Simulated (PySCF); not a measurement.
## C$_{4}$H$_{2}$N$_{2}$O$_{2}$S$_{2}$: a changed input and its effect

System: C$_{4}$H$_{2}$N$_{2}$O$_{2}$S$_{2}$.
Method of the first run: GIAO BP86/pcSseg-1 NMR shielding, non-relativistic, gas phase (PySCF 2.14.0).

The geometry comes from this level: GFN2-xTB. Text and figures count atoms from 1; the logs count them from 0 in places.

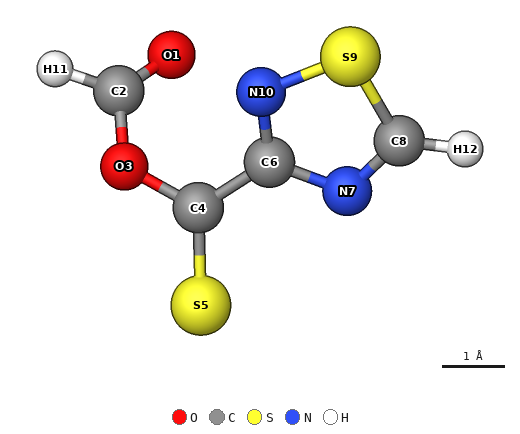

Figure 1. The structure as given in the input (ball-and-stick view, seen at a tilt; atoms are numbered from 1 in the order of the input). Bond lengths as drawn: C–C 1.45 Å, C–H 1.07 to 1.10 Å, C–N 1.28 to 1.35 Å, C–O 1.19 to 1.37 Å, C–S 1.62 to 1.74 Å and N–S 1.61 Å.

**Input, the first run**
```
{"job": {"kind": "nmr", "xc": "BP86", "basis": "pcSseg-1", "pop": false}, "charge": 0, "multiplicity": 1}
O      1.769797    -1.212180    -0.960454
C      2.304400    -0.517269    -0.158509
O      1.887524     0.684403     0.272235
C      0.660273     1.181486    -0.081980
S      0.538143     2.737191    -0.519436
C     -0.477361     0.298245     0.036584
N     -1.657049     0.589305    -0.559204
C     -2.511899    -0.328023    -0.289643
S     -1.839531    -1.561571     0.738261
N     -0.420025    -0.802575     0.761797
H      3.267422    -0.727650     0.330933
H     -3.520495    -0.342047    -0.647658
```

The first line tells a small driver script what to run in PySCF; the rest is the geometry in Å.

Command:
```bash
OMP_NUM_THREADS=1 python <driver script> task.json out
```

Hardware: 1 CPU thread, shared host.

**Output (the first run)**
```
coarse grid: 13128 points
cycle   1  E = -1209.6382559532  dE =  2.104e+00  |g| = 1.023e+00  |ddm| = 3.880e+00
cycle   2  E = -1207.0188003877  dE =  2.619e+00  |g| = 2.919e+00  |ddm| = 3.273e+00
cycle   3  E = -1209.4982890464  dE = -2.479e+00  |g| = 1.128e+00  |ddm| = 3.015e+00
cycle   4  E = -1209.8245674133  dE = -3.263e-01  |g| = 2.699e-01  |ddm| = 1.189e+00
cycle   5  E = -1209.7920789493  dE =  3.249e-02  |g| = 4.257e-01  |ddm| = 6.173e-01
cycle   6  E = -1209.8400658499  dE = -4.799e-02  |g| = 1.311e-01  |ddm| = 5.083e-01
cycle   7  E = -1209.8432838968  dE = -3.218e-03  |g| = 5.452e-02  |ddm| = 1.420e-01
cycle   8  E = -1209.8439103790  dE = -6.265e-04  |g| = 2.152e-02  |ddm| = 6.940e-02
cycle   9  E = -1209.8439722944  dE = -6.192e-05  |g| = 1.406e-02  |ddm| = 3.246e-02
cycle  10  E = -1209.8440204189  dE = -4.812e-05  |g| = 3.796e-03  |ddm| = 1.698e-02
cycle  11  E = -1209.8440245913  dE = -4.172e-06  |g| = 1.234e-03  |ddm| = 5.186e-03
final grid: 123472 points
cycle  12  E = -1209.9579234434  dE = -3.368e-05  |g| = 1.042e-02  |ddm| = 3.167e-02
cycle  13  E = -1209.9578215947  dE =  1.018e-04  |g| = 2.411e-02  |ddm| = 2.521e-02
cycle  14  E = -1209.9579388212  dE = -1.172e-04  |g| = 4.446e-03  |ddm| = 2.127e-02
cycle  15  E = -1209.9579433330  dE = -4.512e-06  |g| = 8.972e-04  |ddm| = 4.340e-03
cycle  16  E = -1209.9579434820  dE = -1.490e-07  |g| = 4.231e-04  |ddm| = 1.076e-03
cycle  17  E = -1209.9579435007  dE = -1.869e-08  |g| = 1.572e-04  |ddm| = 6.114e-04
cycle  18  E = -1209.9579435341  dE = -3.341e-08  |g| = 6.379e-05  |ddm| = 2.064e-04
cycle  19  E = -1209.9579435350  dE = -9.379e-10  |g| = 1.812e-05  |ddm| = 6.781e-05
converged SCF energy = -1209.9579435350

GIAO shielding tensors (ppm)
atom      isotropic    diamagn.    paramagn.     s11        s22        s33       span
  0 O     -129.116     403.306    -532.422   -405.977   -237.677    256.305    662.282
  1 C       24.270     245.981    -221.711    -87.612     62.730     97.693    185.305
  2 O      -27.611     400.232    -427.843   -186.168    -14.126    117.460    303.628
  3 C      -19.526     252.277    -271.803   -189.069     58.630     71.861    260.930
  4 S     -411.981    1055.792   -1467.773  -1610.516   -217.922    592.496   2203.012
  5 C       14.345     256.555    -242.210    -44.004     34.242     52.797     96.801
  6 N      -82.911     330.072    -412.983   -345.075   -117.476    213.817    558.892
  7 C       10.135     260.996    -250.861    -75.170      8.078     97.497    172.667
  8 S       37.288    1057.567   -1020.278   -182.754    113.796    180.823    363.577
  9 N      -60.995     329.697    -390.693   -326.590    -75.908    219.512    546.102
 10 H       23.404      25.680      -2.277     19.527     23.171     27.513      7.987
 11 H       22.696      30.185      -7.489     20.367     20.862     26.859      6.492
```

The input of the second run differs as follows (lines with − go, lines with + come):
```diff
-O      1.769797    -1.212180    -0.960454
-C      2.304400    -0.517269    -0.158509
-O      1.887524     0.684403     0.272235
-C      0.660273     1.181486    -0.081980
-S      0.538143     2.737191    -0.519436
-C     -0.477361     0.298245     0.036584
-N     -1.657049     0.589305    -0.559204
-C     -2.511899    -0.328023    -0.289643
-S     -1.839531    -1.561571     0.738261
-N     -0.420025    -0.802575     0.761797
-H      3.267422    -0.727650     0.330933
-H     -3.520495    -0.342047    -0.647658
+O      2.384994    -1.335194    -0.861557
+C      2.111034    -0.607427     0.031278
+O      1.903204     0.755387    -0.151260
+C      0.681779     1.304396    -0.200140
+S      0.491711     2.902858    -0.405570
+C     -0.421903     0.380988    -0.036374
+N     -1.720864     0.714449    -0.161381
+C     -2.450108    -0.324219     0.038486
+S     -1.504315    -1.739267     0.392479
+N     -0.143656    -0.874217     0.257604
+H      2.188027    -0.849853     1.103631
+H     -3.519901    -0.327902    -0.007197
```

How does the second run compare with the first run?

With the same method and basis, the second run lies 5.5 kcal/mol higher. The HOMO goes from −5.91 to −5.77 eV. The LUMO goes from −4.06 to −3.93 eV. The dipole moment goes from 2.95 to 5.26 D. Of all shieldings, the largest change is that of S5, by +204.8 ppm. The SCF takes 20 iterations against 19.

**Output (the second run)**
```
coarse grid: 13128 points
cycle   1  E = -1209.6106954504  dE =  2.134e+00  |g| = 1.057e+00  |ddm| = 3.875e+00
cycle   2  E = -1206.4165680001  dE =  3.194e+00  |g| = 3.210e+00  |ddm| = 3.689e+00
cycle   3  E = -1209.6272649588  dE = -3.211e+00  |g| = 9.113e-01  |ddm| = 3.459e+00
cycle   4  E = -1209.8211649449  dE = -1.939e-01  |g| = 2.191e-01  |ddm| = 7.655e-01
cycle   5  E = -1209.8036152484  dE =  1.755e-02  |g| = 3.558e-01  |ddm| = 5.056e-01
cycle   6  E = -1209.8320274025  dE = -2.841e-02  |g| = 1.011e-01  |ddm| = 3.675e-01
cycle   7  E = -1209.8341945370  dE = -2.167e-03  |g| = 5.033e-02  |ddm| = 1.599e-01
cycle   8  E = -1209.8348298081  dE = -6.353e-04  |g| = 1.752e-02  |ddm| = 6.547e-02
cycle   9  E = -1209.8348924398  dE = -6.263e-05  |g| = 7.104e-03  |ddm| = 2.190e-02
cycle  10  E = -1209.8349014359  dE = -8.996e-06  |g| = 3.520e-03  |ddm| = 8.844e-03
cycle  11  E = -1209.8349039898  dE = -2.554e-06  |g| = 1.494e-03  |ddm| = 4.137e-03
final grid: 123472 points
cycle  12  E = -1209.9492202142  dE = -3.231e-05  |g| = 1.121e-02  |ddm| = 3.238e-02
cycle  13  E = -1209.9491038443  dE =  1.164e-04  |g| = 2.686e-02  |ddm| = 2.373e-02
cycle  14  E = -1209.9492392827  dE = -1.354e-04  |g| = 3.599e-03  |ddm| = 1.940e-02
cycle  15  E = -1209.9492423439  dE = -3.061e-06  |g| = 9.031e-04  |ddm| = 3.859e-03
cycle  16  E = -1209.9492424826  dE = -1.388e-07  |g| = 4.973e-04  |ddm| = 1.277e-03
cycle  17  E = -1209.9492425363  dE = -5.362e-08  |g| = 1.283e-04  |ddm| = 6.134e-04
cycle  18  E = -1209.9492425398  dE = -3.509e-09  |g| = 6.839e-05  |ddm| = 2.002e-04
cycle  19  E = -1209.9492425408  dE = -1.038e-09  |g| = 2.859e-05  |ddm| = 8.828e-05
cycle  20  E = -1209.9492425410  dE = -1.737e-10  |g| = 8.112e-06  |ddm| = 2.805e-05
converged SCF energy = -1209.9492425410

GIAO shielding tensors (ppm)
atom      isotropic    diamagn.    paramagn.     s11        s22        s33       span
  0 O     -145.225     396.676    -541.901   -424.953   -253.027    242.304    667.257
  1 C       23.503     247.573    -224.071    -92.096     60.791    101.812    193.908
  2 O      -42.951     399.787    -442.737   -162.884    -36.031     70.063    232.948
  3 C       -9.913     251.526    -261.439   -159.840     62.561     67.541    227.381
  4 S     -207.139    1055.403   -1262.542  -1138.350    -85.908    602.841   1741.191
  5 C       16.578     258.020    -241.441    -42.810     43.014     49.532     92.342
  6 N      -80.386     330.083    -410.470   -345.688   -111.757    216.286    561.975
  7 C        8.253     261.414    -253.160    -76.142      8.540     92.361    168.503
  8 S       41.231    1057.774   -1016.543   -178.851    121.824    180.720    359.571
  9 N      -53.834     334.453    -388.287   -290.941    -65.019    194.456    485.397
 10 H       22.292      27.930      -5.638     21.058     21.545     24.274      3.216
 11 H       22.620      30.174      -7.554     20.433     20.683     26.746      6.313
```

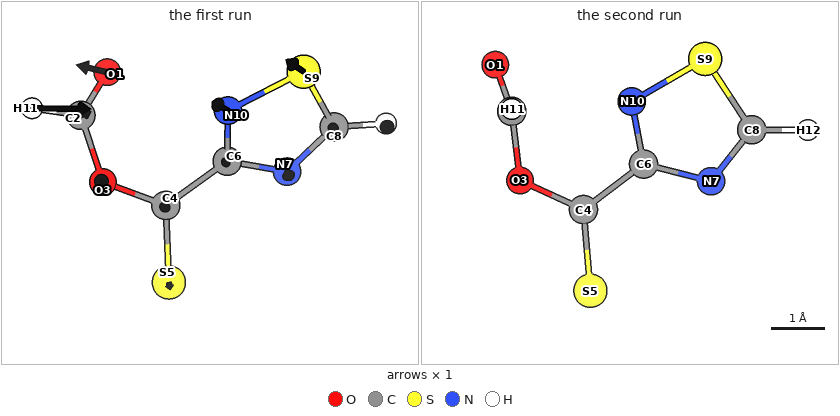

Figure 2. The two input geometries at one scale (ball-and-stick view, seen at a tilt). The black arrows on the first give the shifts of the atoms after the best rigid fit, at true length. H11 moves most after the best rigid fit: 1.30 Å. Largest moves by element: H 1.30 Å, N 0.65 Å, O 0.63 Å, S 0.56 Å, C 0.25 Å. Among the contacts that change: C2–O3 1.343 → 1.391 Å, O3–C4 1.371 → 1.340 Å, S9–N10 1.610 → 1.618 Å, C6–N7 1.353 → 1.347 Å.

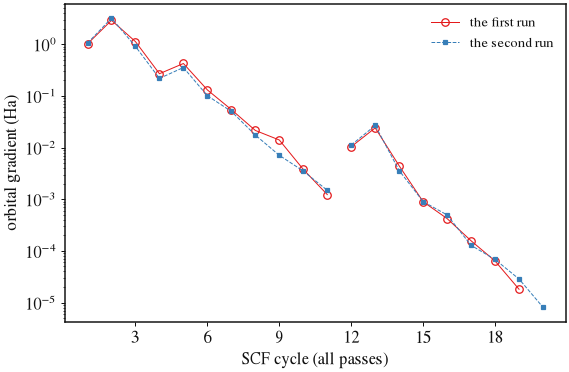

Figure 3. Convergence of the two runs: orbital gradient against the SCF cycle. A break in a curve parts two SCF passes (coarse and final grid). The first run takes 19 cycles in all, and the second run takes 20.

**The two runs side by side**

| quantity | the first run | the second run |
| --- | --- | --- |
| outcome | converged | converged |
| total energy (hartree) | −1209.957944 | −1209.949243 |
| HOMO (eV) | −5.91 | −5.77 |
| LUMO (eV) | −4.06 | −3.93 |
| dipole moment (D) | 2.95 | 5.26 |
| shielding of O1 (ppm) | −129.1 | −145.2 |
| shielding of O3 (ppm) | −27.6 | −43.0 |
| shielding of C4 (ppm) | −19.5 | −9.9 |
| shielding of S5 (ppm) | −412.0 | −207.1 |
| shielding of N7 (ppm) | −82.9 | −80.4 |
| shielding of S9 (ppm) | 37.3 | 41.2 |
| shielding of N10 (ppm) | −61.0 | −53.8 |
| SCF iterations | 19 | 20 |
| basis functions | 194 | 194 |
| wall time (shared host) | 36 s | 35 s |
